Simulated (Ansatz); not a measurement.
# A computed series for SnTe: response to strain

Base system: SnTe in the rock salt structure (space group Fm-3m, No. 225).

```
SnTe
1.0
    0.00000     3.14456     3.14456
    3.14456     0.00000     3.14456
    3.14456     3.14456     0.00000
Sn Te
1 1
Direct
  0.00000   0.00000   0.00000
  0.50000   0.50000   0.50000
```

Cartesian axes are those of the cell as printed.

Strains are applied to the cell and any free atomic positions relax; under biaxial strain the out-of-plane vector relaxes too.

Level of theory: PBEsol in Ansatz (plane waves to 420 eV, PAW, no SOC).

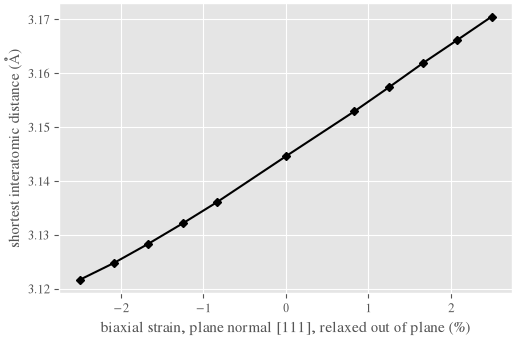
Figure. Shortest interatomic distance against biaxial strain, plane normal [111], relaxed out of plane

```tsv
biaxial strain, plane normal [111], relaxed out of plane (%)	shortest interatomic distance
-2.5	5.899 bohr
-2.08	5.905 bohr
-1.67	5.912 bohr
-1.25	5.919 bohr
-0.83	5.926 bohr
0.83	5.958 bohr
1.25	5.967 bohr
1.67	5.975 bohr
2.08	5.983 bohr
2.5	5.991 bohr
```

Stability against distortions was not tested. All final runs are without spin polarisation.

Ansatz is an electronic-structure program.
